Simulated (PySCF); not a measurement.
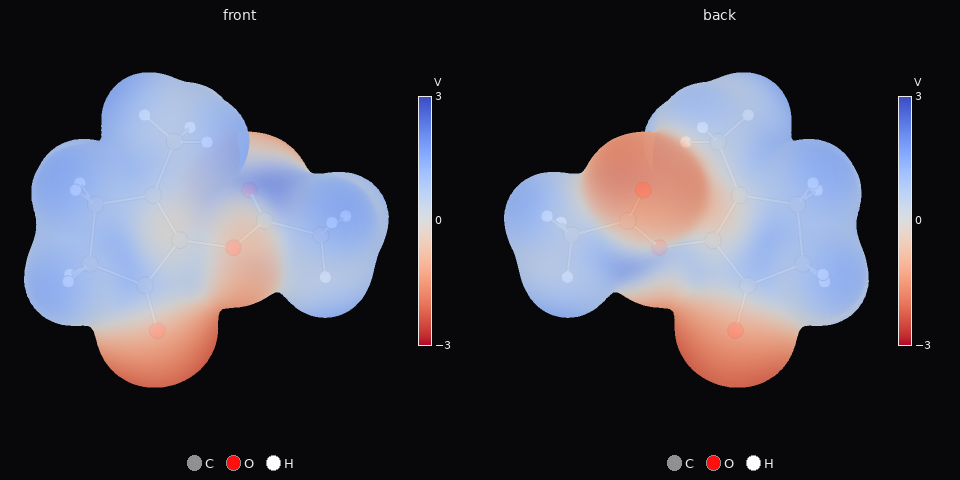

Figure. C8H10O3 (SMILES CC(=O)OC1=C(C)CCC1=O). The electrostatic potential painted on the density surface at 0.004 e/bohr³, seen from the front and from behind; red is negative and blue positive.

Geometry: GFN2-xTB.

Computed with PBE0/pcSseg-1, SCF density, gas phase, non-relativistic (PySCF 2.14.0).

Input file:

```
{"job": {"kind": "nmr", "xc": "PBE0", "basis": "pcSseg-1"}, "charge": 0, "multiplicity": 1}
C      3.465942     0.428871     0.201359
C      2.045697     0.370736    -0.288682
O      1.622742     0.895353    -1.283312
O      1.296670    -0.364461     0.551581
C     -0.045738    -0.544905     0.286676
C     -0.983916     0.397283     0.089585
C     -0.804750     1.870246     0.085265
C     -2.324592    -0.228201    -0.149649
C     -2.090870    -1.736443    -0.044915
C     -0.602826    -1.905984     0.210051
O     -0.009638    -2.949631     0.319955
H      3.498405     0.958334     1.151065
H      3.833929    -0.580874     0.364676
H      4.083441     0.942799    -0.528459
H     -1.758893     2.377089     0.203173
H     -0.126221     2.181041     0.878525
H     -0.354814     2.175842    -0.861211
H     -3.044875     0.129360     0.589133
H     -2.699011     0.061316    -1.133848
H     -2.645718    -2.189646     0.776824
H     -2.363884    -2.271185    -0.954156
```

Run with:

```sh
OMP_NUM_THREADS=1 python probes_run.py task.json out
```

Q: Where is the surface potential most negative and most positive?

A: The most negative region (about −2.1 V, or −48 kcal/mol for a unit charge) lies over O11, the most positive (about +1.5 V, or +35 kcal/mol for a unit charge) over the π face of C2. O11 is the likeliest acceptor of a hydrogen bond.

Q: What dipole moment does the calculation give?

A: Its dipole moment is 3.47 D.
